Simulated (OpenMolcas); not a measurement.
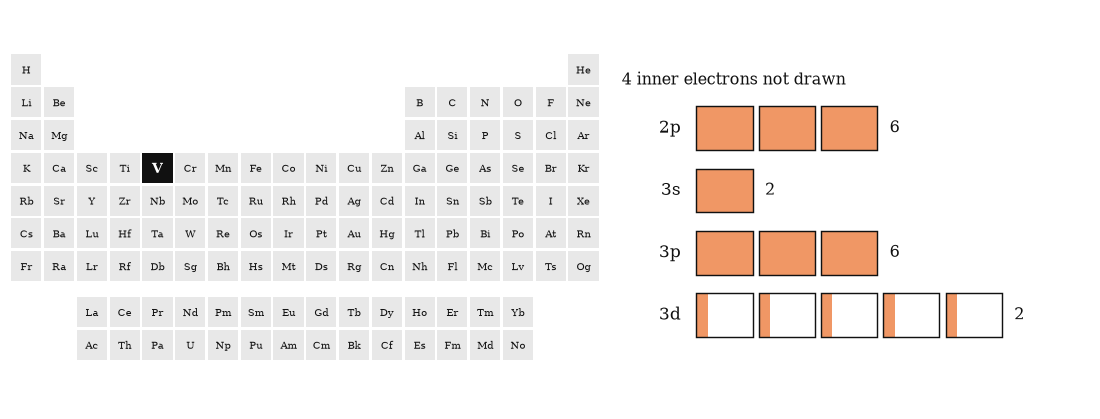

**Figure 1.** Left, the place of vanadium in the periodic table; right, the outer shells of the leading configuration of the lowest level: a box for each of the 2l + 1 orbitals, shaded by the share of the shell that is filled, with the electron count at the right.

## Multiconfigurational calculation for V³⁺ complex (part 1 of 2)

System: V³⁺ with 6 ligands (F; octahedron, 2.119 Å), embedded in Cs2NaYF6 by model potentials and point charges, whose field is part of the energies.
Method: state-averaged CASSCF, active space 2 electrons in the shell 3d, basis ANO-RCC-VDZP on the metal and ANO-RCC-VDZP on the ligands, DKH2 scalar Hamiltonian, spin-orbit coupling by RASSI with atomic mean-field integrals (OpenMolcas).

Input file:
```
&GATEWAY
Basis set
V.ANO-RCC-VDZP.
V1 0.0 0.0 0.0 Angstrom
End of basis
Basis set
F.ANO-RCC-VDZP.
L1 2.119000 0.000000 0.000000 Angstrom
L2 0.000000 2.119000 0.000000 Angstrom
L3 0.000000 0.000000 2.119000 Angstrom
End of basis
Basis set
Na.EMB-AIMP.Ruiperez.7s4p.1s1p.ECP.Cs2NaYF6.
PseudoCharge
* 3 symmetry-unique lattice sites within 7.6 angstrom
End of basis
Basis set
Cs.EMB-AIMP.Ruiperez.0s.0s.ECP.Cs2NaYF6.
PseudoCharge
* 16 symmetry-unique lattice sites within 7.6 angstrom
End of basis
Basis set
F.EMB-AIMP.Ruiperez.0s.0s.ECP.Cs2NaYF6.
PseudoCharge
* 27 symmetry-unique lattice sites within 7.6 angstrom
End of basis
Basis set
Y.EMB-AIMP.Ruiperez.0s.0s.ECP.Cs2NaYF6.
PseudoCharge
* 6 symmetry-unique lattice sites within 7.6 angstrom
End of basis
Symmetry
XYZ
AngMom=0.0 0.0 0.0
AMFI
RICD
XField
1537 Angstrom 0
* Evjen-weighted lattice charges
&SEWARD
&RASSCF
FileOrb=start.orb
Symmetry=1
Spin=3
nActEl=2 0 0
Inactive=18 21
Ras2=5 0
CIRoot=10 10 1
SDav=10
CIMx=300
Iter=150 100
PrWF=0.3
OrbListing=Nothing
MaxOrb=0
LevShft=1.0
>>> COPY $Project.JobIph JOB001
&RASSCF
FileOrb=start.orb
Symmetry=1
Spin=1
nActEl=2 0 0
Inactive=18 21
Ras2=5 0
CIRoot=15 15 1
SDav=15
CIMx=300
Iter=150 100
PrWF=0.3
OrbListing=Nothing
MaxOrb=0
LevShft=1.0
>>> COPY $Project.JobIph JOB002
&RASSI
NrOfJobIphs=2 10 15
1 2 3 4 5 6 7 8 9 10
1 2 3 4 5 6 7 8 9 10 11 12 13 14 15
IphNames
JOB001
JOB002
EJob
SpinOrbit
DIPRint=1.0
SOCoupling=1000.0
Subsets=2
Property=9
'ANGMOM' 1 'ANGMOM' 2 'ANGMOM' 3 'MLTPL  1' 1 'MLTPL  1' 2 'MLTPL  1' 3
'AMFI' 1 'AMFI' 2 'AMFI' 3
SOProperty=3
'ANGMOM' 1 'ANGMOM' 2 'ANGMOM' 3
```

The file start.orb holds starting orbitals from an earlier step. A driver script formed the levels outside the program, from RASSI's spin-orbit matrix and the active-space energies, averaged over the components of each term or state.

Command:
```bash
OMP_NUM_THREADS=1 MOLCAS_MEM=2457 MOLCAS_PROJECT=a pymolcas a.inp > a.log  # once for each step of the input, in one work folder
```

The program's output (extracts):
```
--- SEWARD ---
Basis set label: V.ANO-RCC...5S4P2D1F.

      Electronic valence basis set:
      ------------------
      Associated Effective Charge  23.000000 au
      Associated Actual Charge     23.000000 au
      Nuclear Model: Point charge

      Shell  nPrim  nBasis  Cartesian Spherical Contaminant
         s      21       5        X
         p      15       4        X
         d      10       2                 X
         f       6       1                 X
                  Relativistic Douglas-Kroll-Hess integrals:
                    - DKH order of Hamiltonian: 2
                    - DKH order of Properties : 0
                  Atomic mean-field integrals
--- RASSCF ---
Wave function specifications:
      -----------------------------

      Number of closed shell electrons          78
      Number of electrons in active shells       2
      Max number of holes in RAS1 space          0
      Max nr of electrons in RAS3 space          0
      Number of inactive orbitals               39
      Number of active orbitals                  5
      Number of secondary orbitals              98
      Spin quantum number                      1.0
      State symmetry                             1
Orbital specifications:
      -----------------------

      Symmetry species                           1   2
                                                ag  au
      Frozen orbitals                            0   0
      Inactive orbitals                         18  21
      Active orbitals                            5   0
      RAS1 orbitals                              0   0
      RAS2 orbitals                              5   0
      RAS3 orbitals                              0   0
      Secondary orbitals                        46  52
      Deleted orbitals                           0   0
      Number of basis functions                 69  73
      Number of CSFs                            10
      Number of root(s) required                10
      Iter CI   SX   CI       RASSCF       Energy    max ROT     max BLB   max BLB  Level Ln srch  Step   QN
          iter iter root      energy       change     param      element    value   shift minimum  type update
 Nr of preliminary CI iterations:   1
      Total energies have been shifted. Add                -1000.00 au
        1   1    9    0  -545.73762144    0.00E+00  -1.17E-01*  14  45 2 -3.15E-01*  0.94   0.00    SX    NO
        2   1    9    0  -546.53510659   -7.97E-01* -6.07E-02   18  21 1  1.10E-01*  0.63   0.00    SX    NO
        3   1    9    0  -546.62865862   -9.36E-02* -2.64E-02   18  21 1  4.99E-02*  0.62   0.00    SX    NO
        4   1    8    0  -546.64473864   -1.61E-02* -1.49E-02   18  21 1  2.88E-02*  0.63   0.00    SX    NO
        5   1    8    0  -546.64875346   -4.01E-03* -1.46E-02   18  21 1  1.54E-02*  0.64   2.05    LS   YES
        6   1    8    0  -546.65018989   -1.44E-03* -4.18E-03   10  37 2  4.03E-03*  0.65   1.07    QN   YES
        7   1    8    0  -546.65037961   -1.90E-04* -1.76E-03    4  32 2 -2.60E-03*  0.65   1.22    QN   YES
        8   1    7    0  -546.65041655   -3.69E-05*  5.85E-04    8  22 1  6.88E-04*  0.65   1.33    QN   YES
        9   1    6    0  -546.65042294   -6.39E-06* -3.32E-04    8  22 1  3.31E-04*  0.65   1.32    QN   YES
       10   1    6    0  -546.65042424   -1.30E-06* -1.37E-04    6  34 2  2.05E-04*  0.65   1.35    QN   YES
       11   1    5    0  -546.65042446   -2.20E-07*  2.86E-05   18  27 1  4.09E-05   0.65   1.16    QN   YES
       12   1    5    0  -546.65042447   -1.60E-08* -5.80E-06   18  27 1  1.35E-05   0.65   1.20    QN   YES
       13   1    4    0  -546.65042447   -1.58E-09  -2.70E-06    6  34 2 -6.65E-06   0.65   2.50    QN   YES
      Convergence after 13 iterations
       14   1    4    0  -546.65042447   -2.50E-10  -2.70E-06    6  24 2  1.90E-06   0.65   2.50    QN   YES
      Natural orbitals and occupation numbers for root  1
      sym 1:   0.075409   0.924591  -0.000000   0.924591   0.075409
      Natural orbitals and occupation numbers for root  2
      sym 1:   0.924592   0.924592   0.075408   0.075408  -0.000000
      Natural orbitals and occupation numbers for root  3
      sym 1:   0.924592   0.075408  -0.000000   0.924592   0.075408
::    RASSCF root number  1 Total energy:  -1546.70306979
::    RASSCF root number  2 Total energy:  -1546.70306979
::    RASSCF root number  3 Total energy:  -1546.70306979
::    RASSCF root number  4 Total energy:  -1546.66175431
::    RASSCF root number  5 Total energy:  -1546.66175431
::    RASSCF root number  6 Total energy:  -1546.66175431
::    RASSCF root number  7 Total energy:  -1546.61449401
::    RASSCF root number  8 Total energy:  -1546.59842614
::    RASSCF root number  9 Total energy:  -1546.59842614
::    RASSCF root number 10 Total energy:  -1546.59842614
--- RASSCF ---
Wave function specifications:
      -----------------------------

      Number of closed shell electrons          78
      Number of electrons in active shells       2
      Max number of holes in RAS1 space          0
      Max nr of electrons in RAS3 space          0
      Number of inactive orbitals               39
      Number of active orbitals                  5
      Number of secondary orbitals              98
      Spin quantum number                      0.0
      State symmetry                             1
Orbital specifications:
      -----------------------

      Symmetry species                           1   2
                                                ag  au
      Frozen orbitals                            0   0
      Inactive orbitals                         18  21
      Active orbitals                            5   0
      RAS1 orbitals                              0   0
      RAS2 orbitals                              5   0
      RAS3 orbitals                              0   0
      Secondary orbitals                        46  52
      Deleted orbitals                           0   0
      Number of basis functions                 69  73
      Number of CSFs                            15
      Number of root(s) required                15
      Iter CI   SX   CI       RASSCF       Energy    max ROT     max BLB   max BLB  Level Ln srch  Step   QN
          iter iter root      energy       change     param      element    value   shift minimum  type update
 Nr of preliminary CI iterations:   1
      Total energies have been shifted. Add                -1000.00 au
        1   1    9    0  -546.58311168    0.00E+00  -1.15E-02   20  26 1 -6.99E-03*  0.64   0.00    SX    NO
        2   1    8    0  -546.58379563   -6.84E-04*  3.17E-03    7  34 2 -5.04E-03*  0.63   0.00    SX    NO
        3   1    8    0  -546.58391524   -1.20E-04*  1.58E-03   11  23 1  2.55E-03*  0.63   0.00    SX    NO
        4   1    7    0  -546.58394375   -2.85E-05*  7.69E-04   11  23 1  1.53E-03*  0.63   0.00    SX    NO
        5   1    7    0  -546.58395160   -7.85E-06*  8.80E-04   11  23 1  8.67E-04*  0.63   2.15    LS   YES
        6   1    6    0  -546.58395479   -3.19E-06* -8.08E-05    7  34 2  2.82E-04*  0.63   1.02    QN   YES
        7   1    6    0  -546.58395496   -1.71E-07* -6.72E-05   10  24 1 -7.65E-05   0.63   1.36    QN   YES
        8   1    5    0  -546.58395501   -4.42E-08* -9.19E-06   10  24 1 -2.47E-05   0.63   1.01    QN   YES
        9   1    4    0  -546.58395501   -1.56E-09   7.83E-06   10  24 1 -1.03E-05   0.63   1.25    QN   YES
      Convergence after  9 iterations
       10   1    4    0  -546.58395501   -2.36E-10   7.83E-06   14  22 2  1.35E-06   0.63   1.25    QN   YES
      Natural orbitals and occupation numbers for root  1
      sym 1:   0.906241   0.899367   0.000000   0.095971   0.098421
      Natural orbitals and occupation numbers for root  2
      sym 1:   0.100381   0.913942   0.000001   0.892807   0.092869
      Natural orbitals and occupation numbers for root  3
      sym 1:   0.907837   0.095276   0.098719   0.898168   0.000000
::    RASSCF root number  1 Total energy:  -1546.63837259
::    RASSCF root number  2 Total energy:  -1546.63837259
::    RASSCF root number  3 Total energy:  -1546.63837259
::    RASSCF root number  4 Total energy:  -1546.63594225
::    RASSCF root number  5 Total energy:  -1546.63594225
::    RASSCF root number  6 Total energy:  -1546.58599438
::    RASSCF root number  7 Total energy:  -1546.58599438
::    RASSCF root number  8 Total energy:  -1546.58599438
::    RASSCF root number  9 Total energy:  -1546.57920629
::    RASSCF root number 10 Total energy:  -1546.57297594
::    RASSCF root number 11 Total energy:  -1546.57297593
::    RASSCF root number 12 Total energy:  -1546.57297593
::    RASSCF root number 13 Total energy:  -1546.54035081
::    RASSCF root number 14 Total energy:  -1546.54035081
::    RASSCF root number 15 Total energy:  -1546.43550399
```

(Continued in part 2.) Outcome of the run: converged.
